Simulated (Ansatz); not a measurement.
## Nb wire along [100], 12 atoms a period: bands along the axis

What gap, if any, does the Nb wire along [100], 12 atoms a period have, and how many channels would it open?

Method: DFT PBE, plane waves, PAW; relaxation of a wire's period; PAW set soft_1, in the first sound run; inputs show where later runs differ, in Ansatz 0.2.0.

### 1. The starting structure

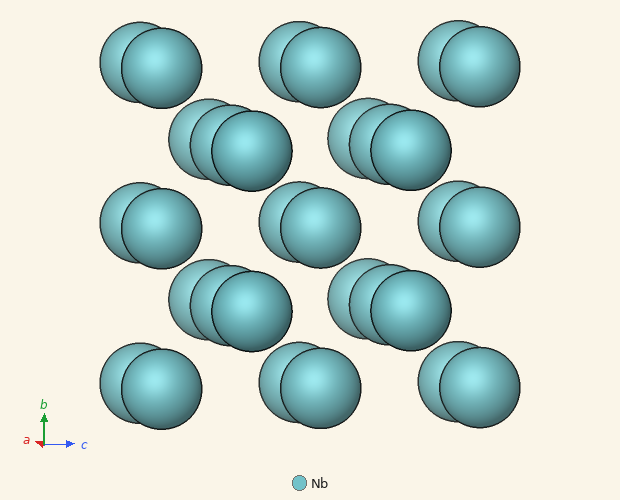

The cell as given, from the side, with the c axis across the page (niobium teal). 1×1×2 cells are drawn. Some periodic images of atoms are drawn too.

The cell holds 12 atoms: 12 Nb. Cell: a = 13.420 Å, b = 13.420 Å, c = 3.310 Å, α = 90.0°, β = 90.0°, γ = 90.0°. Vacuum lies along a and b. The structure's axis is c.

### 2. The relaxed wire

Band widths follow the bond lengths, so the wire is relaxed first. The atoms and the third cell vector are free; the box across stays fixed as vacuum. A Fermi-Dirac smearing is set since the result may be a metal. The pressure printed is a third of the stress's trace over the whole box, vacuum included; only the stress along the axis is relaxed.

File input.yaml:

```yaml
crystal:
  lattice:
    - [13.42, 0.0, 0.0]
    - [0.0, 13.42, 0.0]
    - [0.0, 0.0, 3.31]
  atoms:
    - { symbol: Nb, position: [0.376676602, 0.253353204, 0.0] }
    - { symbol: Nb, position: [0.376676602, 0.5, 0.0] }
    - { symbol: Nb, position: [0.376676602, 0.746646796, 0.0] }
    - { symbol: Nb, position: [0.623323398, 0.253353204, 0.0] }
    - { symbol: Nb, position: [0.623323398, 0.5, 0.0] }
    - { symbol: Nb, position: [0.623323398, 0.746646796, 0.0] }
    - { symbol: Nb, position: [0.253353204, 0.376676602, 0.5] }
    - { symbol: Nb, position: [0.253353204, 0.623323398, 0.5] }
    - { symbol: Nb, position: [0.5, 0.376676602, 0.5] }
    - { symbol: Nb, position: [0.5, 0.623323398, 0.5] }
    - { symbol: Nb, position: [0.746646796, 0.376676602, 0.5] }
    - { symbol: Nb, position: [0.746646796, 0.623323398, 0.5] }
kpoints:
  mp_grid: { grid: [1, 1, 25] }
scf:
  occupations: { method: fermi_dirac, width: 0.05 }
hamiltonian:
  xc: pbe
  pseudopotentials: { kind: paw, azcp: { folder: soft_1 } }
relax:
  cell: { fix: [a, b, alpha, beta, gamma] }
  max_steps: 45
  f_tol: 0.03
```

Run with:

```
ansatz run input.yaml --threads 4 --pin off --max-ram 16384MiB --backend cpu --events-out ev --progress --plain --runs-dir out
```

Numbers of over 12 decimals in the logs are rounded to 6 here.

The log of the run:

```text
Engine: ansatz 0.2.0, aarch64-unknown-linux-gnu
Pseudopotentials: kind: paw
Pseudopotential: Nb, paw, valence charge 13, recommended cutoff 420 eV (normal), soft_1/Nb.paw.azcp
Functional definition: PBE
  parameter kappa = 0.804
  parameter beta = 0.066725
  exchange = pbe_x(kappa = kappa, mu = beta*pi^2/3)
  correlation = pbe_c(beta = beta)
Crystal: 12 atoms, lattice volume = 596.119 Å³
Basis set: ecut = 420 eV, 11687 PW (Γ), exchange–correlation on 180×180×48 points (8 copies of the dense FFT grid, shifted against one another)
Bands: 94, of which v1, the nominal top of the filled ones, is band 78 counted from 1 (77 counted from 0)
Symmetry: 16 space group operations
Space group: P42/mmc (ITA 131), of the structure as read, at distance tolerance 8.4e-5 Å
k-points: 13 of 25
Non-local potential: Nb, projectors of the file, l = 0: 3, l = 1: 2, l = 2: 2, l = 3: 1
PAW form: soft (Blöchl's): semilocal exchange-correlation on the pseudo side does not see the compensation charge
PAW one-centre angular grid: Nb, 590 points (default); XC on 64 Gauss nodes
Initial density: superposition of atomic densities (neutral atoms: chi_scale 0, normalization atom)
Initial wavefunctions: pseudopotential atomic-orbital guess
Functional: x = pbe(κ = 0.804, μ = 0.219515), c = pbe(β = 0.066725)
SCF iter   1: F=—  HF=-54629.715342 eV  |F-HF|=—  |Δ(HF+E_count)|=         —  Δρ=6.07e-2  dr2=1.56e2  ethr=3.10e-3  ⟨swp⟩=9.4  Hψ=5290  notcnv=0
preconditioner: auto → LDOS  [metal: Δε(μ)=0.025 eV  Ē_g=3.555 eV  σ=0.050 eV  W_gap=0.12  n_scr=110 (ndim 8)  ℏωp=11.8 eV  f_vac=0.439  D(μ)=12.72/eV (n_scr^D=66)  β→1.0]
SCF iter   2: F=—  HF=-54628.969052 eV  |F-HF|=—  |Δ(HF+E_count)|=   7.46e-1  Δρ=7.01e-2  dr2=3.95e2  ethr=3.10e-3  ⟨swp⟩=8.0  Hψ=5119  notcnv=0  defer=9  recentre
SCF iter   3: F=—  HF=-54615.196725 eV  |F-HF|=—  |Δ(HF+E_count)|=    1.38e1  Δρ=2.69e-2  dr2=4.21e1  ethr=3.10e-3  ⟨swp⟩=5.5  Hψ=3712  notcnv=0
SCF iter   4: F=—  HF=-54612.129005 eV  |F-HF|=—  |Δ(HF+E_count)|=    3.07e0  Δρ=4.79e-3  dr2=2.49e-1  ethr=3.10e-3  ⟨swp⟩=3.5  Hψ=2149  notcnv=0  defer=5
SCF iter   5: F=—  HF=-54612.132631 eV  |F-HF|=—  |Δ(HF+E_count)|=   3.63e-3  Δρ=2.11e-3  dr2=1.48e-1  ethr=1.60e-4  ⟨swp⟩=4.3  Hψ=2586  notcnv=0  defer=5
SCF iter   6: F=—  HF=-54612.132401 eV  |F-HF|=—  |Δ(HF+E_count)|=   2.30e-4  Δρ=1.09e-3  dr2=3.41e-2  ethr=9.46e-5  ⟨swp⟩=2.2  Hψ=1775  notcnv=0  defer=5
SCF iter   7: F=—  HF=-54612.131185 eV  |F-HF|=—  |Δ(HF+E_count)|=   1.22e-3  Δρ=2.91e-4  dr2=2.39e-3  ethr=2.19e-5  ⟨swp⟩=2.0  Hψ=1410  notcnv=0  defer=5
SCF iter   8: F=—  HF=-54612.131352 eV  |F-HF|=—  |Δ(HF+E_count)|=   1.67e-4  Δρ=8.40e-5  dr2=7.77e-5  ethr=1.53e-6  ⟨swp⟩=2.2  Hψ=1583  notcnv=0  defer=5
SCF iter   9: F=—  HF=-54612.131653 eV  |F-HF|=—  |Δ(HF+E_count)|=   3.01e-4  Δρ=2.52e-5  dr2=1.92e-5  ethr=4.98e-8  ⟨swp⟩=2.8  Hψ=2298  notcnv=0  defer=5
SCF iter  10: F=—  HF=-54612.131655 eV  |F-HF|=—  |Δ(HF+E_count)|=   1.64e-6  Δρ=9.37e-6  dr2=4.53e-6  ethr=1.23e-8  ⟨swp⟩=2.0  Hψ=1580  notcnv=0  defer=5
SCF iter  11: F=—  HF=-54612.131655 eV  |F-HF|=—  |Δ(HF+E_count)|=   4.14e-7  Δρ=4.45e-6  dr2=2.61e-7  ethr=2.91e-9  ⟨swp⟩=2.2  Hψ=1624  notcnv=0  defer=5
SCF iter  12: F=-54612.131655 eV  HF=-54612.131655 eV  |F-HF|=1.27e-8  |Δ(HF+E_count)|=   4.01e-8  Δρ=1.59e-6  dr2=3.66e-8  ethr=6.41e-11  ⟨swp⟩=5.6  Hψ=4546  notcnv=0
SCF 1 converged in 12 iterations: F = -54612.131655 eV  dr2 = 3.66e-8
  greatest PAW one-centre occupation: 0.998 electrons in one spin orbital (limit 2), on the Nb atom at site 9 (counted from 0), in its partial waves of l = 0
relax step   1: F+E_penalty+E_count = -54612.13165500 eV  Δ(F+E_penalty+E_count) = +0.000e0 eV  max|allowed force component| = 1.882e0 eV/Å  Δτ_max = 0.0000 Å  P = -5.819 GPa  Ω = 596.119 Å³  fix = [a, b, alpha, beta, gamma]  reactions: a -5.332, b -5.332 GPa  (12 SCF iters, dr2 threshold 1.00e-7 eV, accepted)
Crystal: 12 atoms, lattice volume = 571.966 Å³
Basis set: ecut = 420 eV, 11223 PW (Γ), exchange–correlation on 180×180×48 points (8 copies of the dense FFT grid, shifted against one another)
Initial density: handed on by an earlier stage of this run
Initial wavefunctions: those handed on with the density
iter 1 solved again at ethr=2.07e-3 eV; its pass at ethr=3.10e-3 eV (dr2=3.22e0 eV) is discarded
SCF iter   1: F=—  HF=-54614.564989 eV  |F-HF|=—  |Δ(HF+E_count)|=         —  Δρ=1.82e-2  dr2=3.23e0  ethr=2.07e-3  ⟨swp⟩=1.1  Hψ=7166  notcnv=0
preconditioner: auto → LDOS  [metal: Δε(μ)=0.073 eV  Ē_g=3.063 eV  σ=0.050 eV  W_gap=0.34  n_scr=94 (ndim 8)  ℏωp=12.0 eV  f_vac=0.488  D(μ)=10.07/eV (n_scr^D=44)  β→1.0]
SCF iter   2: F=—  HF=-54614.315650 eV  |F-HF|=—  |Δ(HF+E_count)|=   2.49e-1  Δρ=1.02e-2  dr2=2.96e0  ethr=2.07e-3  ⟨swp⟩=4.5  Hψ=3241  notcnv=0  defer=1
SCF iter   3: F=—  HF=-54614.013790 eV  |F-HF|=—  |Δ(HF+E_count)|=   3.02e-1  Δρ=2.67e-3  dr2=1.91e-1  ethr=1.90e-3  ⟨swp⟩=3.1  Hψ=1941  notcnv=0  defer=8
SCF iter   4: F=—  HF=-54613.995394 eV  |F-HF|=—  |Δ(HF+E_count)|=   1.84e-2  Δρ=7.48e-4  dr2=7.70e-3  ethr=1.23e-4  ⟨swp⟩=2.0  Hψ=1794  notcnv=0  defer=8
SCF iter   5: F=—  HF=-54613.994927 eV  |F-HF|=—  |Δ(HF+E_count)|=   4.66e-4  Δρ=1.81e-4  dr2=5.21e-4  ethr=4.93e-6  ⟨swp⟩=2.1  Hψ=1804  notcnv=0  defer=8
SCF iter   6: F=—  HF=-54613.995281 eV  |F-HF|=—  |Δ(HF+E_count)|=   3.54e-4  Δρ=6.67e-5  dr2=6.18e-5  ethr=3.34e-7  ⟨swp⟩=2.2  Hψ=1944  notcnv=0  defer=8
SCF iter   7: F=—  HF=-54613.995288 eV  |F-HF|=—  |Δ(HF+E_count)|=   7.34e-6  Δρ=2.56e-5  dr2=9.45e-6  ethr=3.96e-8  ⟨swp⟩=2.6  Hψ=1974  notcnv=0  defer=8
SCF iter   8: F=-54613.995289 eV  HF=-54613.995289 eV  |F-HF|=1.42e-7  |Δ(HF+E_count)|=   4.39e-7  Δρ=7.05e-6  dr2=5.10e-7  ethr=7.69e-10  ⟨swp⟩=3.2  Hψ=5294  notcnv=0
SCF 2 converged in 8 iterations: F = -54613.995289 eV  dr2 = 5.10e-7
relax step   2: F+E_penalty+E_count = -54613.99528906 eV  Δ(F+E_penalty+E_count) = -1.864e0 eV  max|allowed force component| = 8.654e-1 eV/Å  Δτ_max = 0.1949 Å  P = +1.811 GPa  Ω = 571.966 Å³  energy of the carried Pulay correction = +1.156e-3 eV  fix = [a, b, alpha, beta, gamma]  reactions: a +1.285, b +1.285 GPa  (8 SCF iters, dr2 threshold 1.20e-6 eV, accepted)
Crystal: 12 atoms, lattice volume = 587.594 Å³
Basis set: ecut = 420 eV, 11519 PW (Γ), exchange–correlation on 180×180×48 points (8 copies of the dense FFT grid, shifted against one another)
iter 1 solved again at ethr=8.40e-5 eV; its pass at ethr=3.10e-3 eV (dr2=1.31e-1 eV) is discarded
SCF iter   1: F=—  HF=-54614.254757 eV  |F-HF|=—  |Δ(HF+E_count)|=         —  Δρ=3.58e-3  dr2=1.35e-1  ethr=8.40e-5  ⟨swp⟩=2.8  Hψ=6377  notcnv=0
preconditioner: auto → LDOS  [metal: Δε(μ)=0.068 eV  Ē_g=2.898 eV  σ=0.050 eV  W_gap=0.32  n_scr=94 (ndim 8)  ℏωp=11.9 eV  f_vac=0.498  D(μ)=9.13/eV (n_scr^D=36)  β→1.0]
SCF iter   2: F=—  HF=-54614.245448 eV  |F-HF|=—  |Δ(HF+E_count)|=   9.31e-3  Δρ=2.04e-3  dr2=8.42e-2  ethr=8.40e-5  ⟨swp⟩=2.4  Hψ=2176  notcnv=0
SCF iter   3: F=—  HF=-54614.235775 eV  |F-HF|=—  |Δ(HF+E_count)|=   9.67e-3  Δρ=6.41e-4  dr2=8.23e-3  ethr=5.40e-5  ⟨swp⟩=2.1  Hψ=2178  notcnv=0
SCF iter   4: F=—  HF=-54614.234823 eV  |F-HF|=—  |Δ(HF+E_count)|=   9.52e-4  Δρ=1.34e-4  dr2=3.01e-4  ethr=5.28e-6  ⟨swp⟩=2.1  Hψ=1605  notcnv=0
SCF iter   5: F=—  HF=-54614.235012 eV  |F-HF|=—  |Δ(HF+E_count)|=   1.89e-4  Δρ=6.59e-5  dr2=1.18e-4  ethr=1.93e-7  ⟨swp⟩=2.8  Hψ=2256  notcnv=0
SCF iter   6: F=—  HF=-54614.235007 eV  |F-HF|=—  |Δ(HF+E_count)|=   5.23e-6  Δρ=1.79e-5  dr2=8.98e-6  ethr=7.59e-8  ⟨swp⟩=2.0  Hψ=1559  notcnv=0
SCF iter   7: F=—  HF=-54614.235008 eV  |F-HF|=—  |Δ(HF+E_count)|=   6.77e-7  Δρ=7.98e-6  dr2=1.67e-6  ethr=5.76e-9  ⟨swp⟩=2.0  Hψ=1642  notcnv=0
SCF iter   8: F=-54614.235008 eV  HF=-54614.235008 eV  |F-HF|=1.15e-7  |Δ(HF+E_count)|=   1.99e-8  Δρ=3.32e-6  dr2=2.00e-7  ethr=7.69e-10  ⟨swp⟩=5.1  Hψ=3712  notcnv=0
SCF 3 converged in 8 iterations: F = -54614.235008 eV  dr2 = 2.00e-7
relax step   3: F+E_penalty+E_count = -54614.23500756 eV  Δ(F+E_penalty+E_count) = -2.397e-1 eV  max|allowed force component| = 2.916e-1 eV/Å  Δτ_max = 0.0498 Å  P = +0.559 GPa  Ω = 587.594 Å³  energy of the carried Pulay correction = +4.025e-4 eV  fix = [a, b, alpha, beta, gamma]  reactions: a +0.774, b +0.774 GPa  (8 SCF iters, dr2 threshold 1.20e-6 eV, accepted)
Crystal: 12 atoms, lattice volume = 585.518 Å³
Basis set: ecut = 420 eV, 11503 PW (Γ), exchange–correlation on 180×180×48 points (8 copies of the dense FFT grid, shifted against one another)
iter 1 solved again at ethr=8.78e-4 eV; its pass at ethr=3.10e-3 eV (dr2=1.37e0 eV) is discarded
SCF iter   1: F=—  HF=-54614.369685 eV  |F-HF|=—  |Δ(HF+E_count)|=         —  Δρ=6.32e-3  dr2=1.36e0  ethr=8.78e-4  ⟨swp⟩=1.4  Hψ=5147  notcnv=0
preconditioner: auto → LDOS  [metal: Δε(μ)=0.056 eV  Ē_g=2.855 eV  σ=0.050 eV  W_gap=0.27  n_scr=94 (ndim 8)  ℏωp=11.9 eV  f_vac=0.489  D(μ)=8.00/eV (n_scr^D=36)  β→1.0]
SCF iter   2: F=—  HF=-54614.434741 eV  |F-HF|=—  |Δ(HF+E_count)|=   6.51e-2  Δρ=7.51e-3  dr2=2.53e0  ethr=8.73e-4  ⟨swp⟩=3.5  Hψ=2086  notcnv=0
SCF iter   3: F=—  HF=-54614.289024 eV  |F-HF|=—  |Δ(HF+E_count)|=   1.46e-1  Δρ=1.27e-3  dr2=5.05e-2  ethr=8.73e-4  ⟨swp⟩=2.5  Hψ=1739  notcnv=0  defer=9
SCF iter   4: F=—  HF=-54614.287683 eV  |F-HF|=—  |Δ(HF+E_count)|=   1.34e-3  Δρ=1.93e-4  dr2=4.06e-4  ethr=3.24e-5  ⟨swp⟩=2.2  Hψ=1643  notcnv=0  defer=12
SCF iter   5: F=—  HF=-54614.287837 eV  |F-HF|=—  |Δ(HF+E_count)|=   1.54e-4  Δρ=8.79e-5  dr2=9.51e-5  ethr=2.61e-7  ⟨swp⟩=3.0  Hψ=2378  notcnv=0  defer=12
SCF iter   6: F=—  HF=-54614.287830 eV  |F-HF|=—  |Δ(HF+E_count)|=   7.00e-6  Δρ=2.74e-5  dr2=1.70e-5  ethr=6.09e-8  ⟨swp⟩=2.4  Hψ=1950  notcnv=0  defer=12
SCF iter   7: F=—  HF=-54614.287830 eV  |F-HF|=—  |Δ(HF+E_count)|=   4.40e-7  Δρ=6.78e-6  dr2=1.52e-6  ethr=1.09e-8  ⟨swp⟩=2.4  Hψ=1597  notcnv=0  defer=12
SCF iter   8: F=-54614.287830 eV  HF=-54614.287830 eV  |F-HF|=1.17e-9  |Δ(HF+E_count)|=   2.99e-8  Δρ=2.04e-6  dr2=3.60e-8  ethr=7.69e-10  ⟨swp⟩=5.0  Hψ=3646  notcnv=0
SCF 4 converged in 8 iterations: F = -54614.287830 eV  dr2 = 3.60e-8
relax step   4: F+E_penalty+E_count = -54614.28783036 eV  Δ(F+E_penalty+E_count) = -5.282e-2 eV  max|allowed force component| = 1.044e-1 eV/Å  Δτ_max = 0.0512 Å  P = -0.114 GPa  Ω = 585.518 Å³  energy of the carried Pulay correction = +5.014e-4 eV  fix = [a, b, alpha, beta, gamma]  reactions: a -0.100, b -0.100 GPa  (8 SCF iters, dr2 threshold 1.20e-6 eV, accepted)
Crystal: 12 atoms, lattice volume = 585.325 Å³
iter 1 solved again at ethr=7.03e-6 eV; its pass at ethr=3.10e-3 eV (dr2=1.10e-2 eV) is discarded
SCF iter   1: F=—  HF=-54614.290360 eV  |F-HF|=—  |Δ(HF+E_count)|=         —  Δρ=6.21e-4  dr2=1.17e-2  ethr=7.03e-6  ⟨swp⟩=2.1  Hψ=4572  notcnv=0
preconditioner: auto → LDOS  [metal: Δε(μ)=0.073 eV  Ē_g=2.893 eV  σ=0.050 eV  W_gap=0.34  n_scr=94 (ndim 8)  ℏωp=11.9 eV  f_vac=0.493  D(μ)=8.09/eV (n_scr^D=36)  β→1.0]
SCF iter   2: F=—  HF=-54614.290528 eV  |F-HF|=—  |Δ(HF+E_count)|=   1.68e-4  Δρ=5.93e-4  dr2=1.71e-2  ethr=7.03e-6  ⟨swp⟩=2.0  Hψ=1615  notcnv=0
SCF iter   3: F=—  HF=-54614.289575 eV  |F-HF|=—  |Δ(HF+E_count)|=   9.53e-4  Δρ=1.20e-4  dr2=5.11e-4  ethr=7.03e-6  ⟨swp⟩=2.0  Hψ=1589  notcnv=0
SCF iter   4: F=—  HF=-54614.289768 eV  |F-HF|=—  |Δ(HF+E_count)|=   1.92e-4  Δρ=2.69e-5  dr2=8.56e-6  ethr=3.27e-7  ⟨swp⟩=2.0  Hψ=1568  notcnv=0
SCF iter   5: F=—  HF=-54614.289766 eV  |F-HF|=—  |Δ(HF+E_count)|=   1.63e-6  Δρ=9.37e-6  dr2=9.59e-7  ethr=5.49e-9  ⟨swp⟩=3.1  Hψ=2236  notcnv=0
SCF iter   6: F=-54614.289766 eV  HF=-54614.289766 eV  |F-HF|=2.16e-8  |Δ(HF+E_count)|=   8.50e-8  Δρ=2.95e-6  dr2=7.35e-8  ethr=4.37e-10  ⟨swp⟩=4.8  Hψ=3808  notcnv=0
SCF 5 converged in 6 iterations: F = -54614.289766 eV  dr2 = 7.35e-8
relax step   5: F+E_penalty+E_count = -54614.28976610 eV  Δ(F+E_penalty+E_count) = -1.936e-3 eV  max|allowed force component| = 2.345e-2 eV/Å  Δτ_max = 0.0073 Å  P = +0.048 GPa  Ω = 585.325 Å³  energy of the carried Pulay correction = +5.106e-4 eV  fix = [a, b, alpha, beta, gamma]  reactions: a +0.079, b +0.079 GPa  (6 SCF iters, dr2 threshold 6.81e-7 eV, accepted)
Initial wavefunctions: pseudopotential atomic-orbital guess (no wavefunctions were taken with the density)
iter 1 solved again at ethr=7.70e-7 eV; its pass at ethr=3.10e-3 eV (dr2=1.20e-3 eV) is discarded
SCF iter   1: F=—  HF=-54614.289018 eV  |F-HF|=—  |Δ(HF+E_count)|=         —  Δρ=1.90e-5  dr2=3.62e-7  ethr=7.70e-7  ⟨swp⟩=4.3  Hψ=8510  notcnv=0
eigensolver tolerance schedule: the retry pair's looser diagonalisation over-reported the residual by 3321.10 of it (diagonalisation noise at 4.73 of the residual, at the tolerance the schedule requests for it); recorded, not acted on — ethr = c·dr2/N_el stays at c = 1.0e-1
preconditioner: auto → LDOS  [metal: Δε(μ)=0.073 eV  Ē_g=2.889 eV  σ=0.050 eV  W_gap=0.34  n_scr=94 (ndim 8)  ℏωp=11.9 eV  f_vac=0.493  D(μ)=8.11/eV (n_scr^D=36)  β→1.0]
SCF iter   2: F=—  HF=-54614.289229 eV  |F-HF|=—  |Δ(HF+E_count)|=   2.11e-4  Δρ=3.48e-6  dr2=1.78e-7  ethr=2.32e-10  ⟨swp⟩=4.3  Hψ=3245  notcnv=0
SCF iter   3: F=—  HF=-54614.289229 eV  |F-HF|=—  |Δ(HF+E_count)|=   9.92e-9  Δρ=1.97e-6  dr2=1.28e-7  ethr=1.14e-10  ⟨swp⟩=2.3  Hψ=2096  notcnv=0
SCF iter   4: F=—  HF=-54614.289229 eV  |F-HF|=—  |Δ(HF+E_count)|=   1.16e-8  Δρ=9.00e-7  dr2=1.30e-8  ethr=8.23e-11  ⟨swp⟩=1.8  Hψ=1314  notcnv=0
SCF iter   5: F=—  HF=-54614.289229 eV  |F-HF|=—  |Δ(HF+E_count)|=   2.46e-9  Δρ=2.30e-7  dr2=1.89e-9  ethr=8.33e-12  ⟨swp⟩=3.1  Hψ=2501  notcnv=0
SCF iter   6: F=-54614.289229 eV  HF=-54614.289229 eV  |F-HF|=8.73e-11  |Δ(HF+E_count)|=  1.46e-11  Δρ=7.83e-8  dr2=9.66e-11  ethr=1.00e-12  ⟨swp⟩=4.0  Hψ=4837  notcnv=0
SCF 6 converged in 6 iterations: F = -54614.289229 eV  dr2 = 9.66e-11
relax step   6: F+E_penalty+E_count = -54614.28922909 eV  Δ(F+E_penalty+E_count) = +5.370e-4 eV  max|allowed force component| = 2.348e-2 eV/Å  Δτ_max = 0.0000 Å  P = +0.049 GPa  Ω = 585.325 Å³  fix = [a, b, alpha, beta, gamma]  reactions: a +0.080, b +0.080 GPa  stress off target by 1.44e-2 GPa on what of the cell is left free  SCF on the basis re-selected at this cell (its energy is not comparable with the rows above)  (6 SCF iters)
basis re-selected at this cell: Δ(F+E_penalty+E_count) = +5.370e-4 eV, ΔP = +0.001 GPa vs the last step (what re-selecting the basis moved, of the pressure what is left beyond the Pulay correction that the steps carried, after the strain that the cell walked since its last selection, with what the two solves' SCF thresholds leave and, on support functions, any second-order correction that the steps lacked; it is no m [...]
SCF converged after 6 iterations
Free energy (F): -54614.289229 eV
Harris-Foulkes:  -54614.289229 eV  (|F-HF|=8.73e-11)
Internal energy: -54614.214284 eV  (E = F + TS)
E sigma→0 (E₀):  -54614.251756 eV
Entropy (-TS):   -0.074945 eV (-6.245 meV/atom)
Fermi energy:    4.776900 eV
--- Per-component energies (eV) ---
  E_band       = -2870.315707
  E_kinetic    = 4477.407344
  E_local      = -56083.600782  (includes V_loc(G=0)·N_el)
  E_nonlocal   = 1160.436272
  E_hartree    = 25695.347786
  E_xc         = -1977.981754
  E_vxc        = -2393.070038  (∫ρ·V_xc dr)
  E_paw        = -36992.722427  (= ΣΔE_a)
  E_vpaw       = -1422.186642  (= ΣTr[D̂ρ^β])
  E_aug_tail   = 0.000508  (compensation charges beyond the density's cutoff)
  E_ewald      = 9106.898771
  E_smearing   = -0.074945  (= −TS)
  E_closure    = -0.000000  (closes the sum)
  Σ components = -54614.289229   (vs F -54614.289229, Δ=0.00e0)
--- Forces (eV/Å), atoms counted from 1 ---
  atom   1  Nb     0.01390106    -0.02347935     0.00000000
  atom   2  Nb     0.01838197     0.00000000     0.00000000
  atom   3  Nb     0.01390106     0.02347935     0.00000000
  atom   4  Nb    -0.01390106    -0.02347935     0.00000000
  atom   5  Nb    -0.01838197     0.00000000     0.00000000
  atom   6  Nb    -0.01390106     0.02347935     0.00000000
  atom   7  Nb    -0.02347935     0.01390106     0.00000000
  atom   8  Nb    -0.02347935    -0.01390106     0.00000000
  atom   9  Nb     0.00000000     0.01838197     0.00000000
  atom  10  Nb     0.00000000    -0.01838197     0.00000000
  atom  11  Nb     0.02347935     0.01390106     0.00000000
  atom  12  Nb     0.02347935    -0.01390106     0.00000000
  max |Σ_I F_I| component: 3.47e-18 eV/Å
--- Stress (GPa, compression-positive) ---
        0.080473       0.000000       0.000000
        0.000000       0.080473       0.000000
        0.000000       0.000000      -0.014378
  P = ⅓ Tr σ = 0.0489 GPa (0.489 kbar)
--- Relaxed structure (5 steps of the walk, 5 accepted, 1 SCFs on fresh bases) ---
  F+E_penalty+E_count = -54614.28922909 eV   max|allowed force component| = 2.348e-2 eV/Å   (the final SCF, on the basis selected at the relaxed cell)
  cell:  # Å, volume = 585.3253 Å³
    - [13.42, 0.0, 0.0]
    - [0.0, 13.42, 0.0]
    - [0.0, 0.0, 3.250067]
  atoms:
    - { symbol: Nb, position: [0.371418, 0.267342, 0.0] }
    - { symbol: Nb, position: [0.376880, 0.5, 0.0] }
    - { symbol: Nb, position: [0.371418, 0.732658, 0.0] }
    - { symbol: Nb, position: [0.628582, 0.267342, 0.0] }
    - { symbol: Nb, position: [0.623120, 0.5, 0.0] }
    - { symbol: Nb, position: [0.628582, 0.732658, 0.0] }
    - { symbol: Nb, position: [0.267342, 0.371418, 0.5] }
    - { symbol: Nb, position: [0.267342, 0.628582, 0.5] }
    - { symbol: Nb, position: [0.5, 0.376880, 0.5] }
    - { symbol: Nb, position: [0.5, 0.623120, 0.5] }
    - { symbol: Nb, position: [0.732658, 0.371418, 0.5] }
    - { symbol: Nb, position: [0.732658, 0.628582, 0.5] }
```

It took 73 s on 4 threads of Arm Neoverse V2, shared host; peak memory 1.7 GiB.

[end of part 1 of 2]

[Logs are printed without paths, hosts, clocks, repeated set-up lines and the standing remarks that a program may print on its own settings, such as how far it seeks lower states.]

[Hosts, paths, dates, database ids (printed as entryN), source tags and the programs' standing remarks are cut or masked in the printed files.]
